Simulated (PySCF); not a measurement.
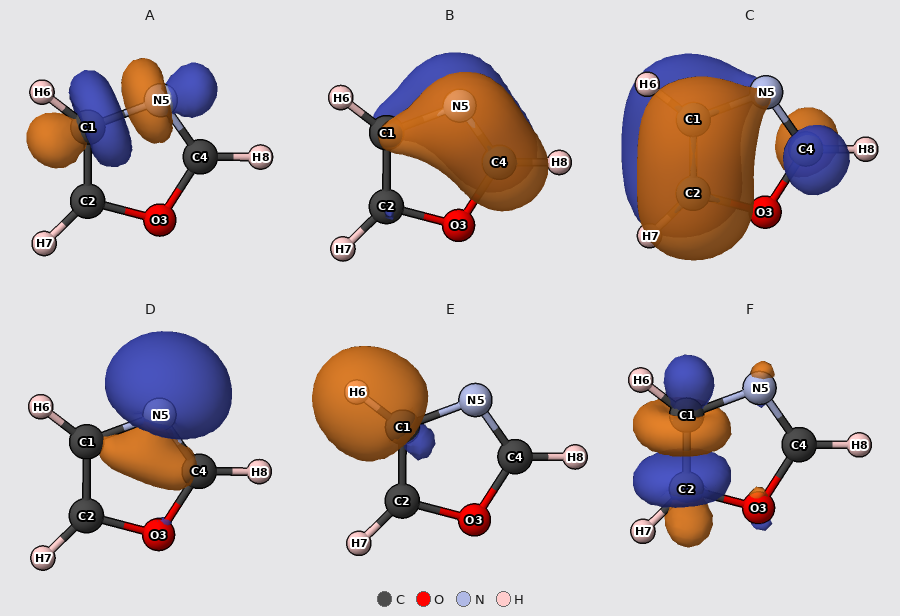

*C3H3NO, SMILES `c1cocn1`. Intrinsic bond orbitals (IBO), occupied and valence-virtual; each surface holds about 85 % of the orbital's density. Energies are diagonal elements of the Fock matrix.*

PySCF calculation, BLYP/def2-TZVP, gas phase; geometry: GFN2-xTB. No frequency check shows the geometry to be a minimum.

**What does each orbital represent in a Lewis picture?**

By panel:
- A: σ* orbital C1–N5 (C1 56 %, N5 43 %; 10.7 eV)
- B: π bond N5–C4 (N5 55 %, C4 38 %, C1 6 %; −8.5 eV)
- C: π bond C2–C1 (C2 48 %, C1 45 %, C4 6 %; −7.0 eV)
- D: lone pair on N5 (sp1.9-type) (N5 96 %; −8.1 eV)
- E: σ bond C1–H6 (C1 59 %, H6 40 %; −12.8 eV)
- F: σ* orbital C1–C2 (C1 50 %, C2 48 %; 13.6 eV)

**Which has the smallest and which the largest spatial spread?**

Smallest: E (0.81 Å); largest: C (1.29 Å).

The PySCF run took 24 s on 1 thread of Arm Neoverse V1, with other jobs on the host, peak memory 0.59 GiB.
